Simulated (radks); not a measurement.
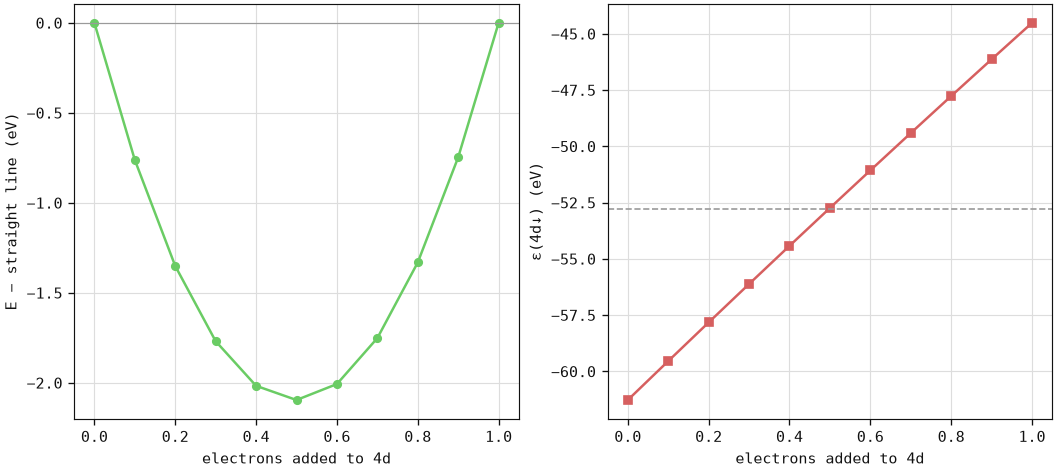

Theory: non-relativistic Kohn-Sham, PBE, spin-polarised, spherical densities, point nucleus (computed with the in-house radial solver radks). The occupation of the 4d shell is varied from Sn³⁺ ([Kr] 4d9 5s2 (high spin)) to Sn²⁺ ([Kr] 4d10 5s2), with spherical fractional occupations. The plot shows the total energy less the straight line between the end points, and the eigenvalue of 4d↓ (the dashed line is minus the energy to take the whole electron out).

Q: What does the shape say about the method?

A: The curve is convex (below the straight line), with the largest deviation among the points computed, −2.10 eV, at 0.5. The end points differ by 52.8 eV, the energy to take the electron out. The eigenvalue, which is the slope of the energy (Janak's theorem), moves from −61.3 eV at 0 to −44.5 eV at 1; for a straight line it would stay constant, and a parabola would sag by an eighth of this change, scaled to a whole electron, 2.09 eV. Convexity is the mark of the delocalisation error, which puts fractional charges too low; for p, d and f shells the spherical spreading of the fraction adds to it. The shell lies under occupied ones, so the straight line is a guide here rather than an exact condition.
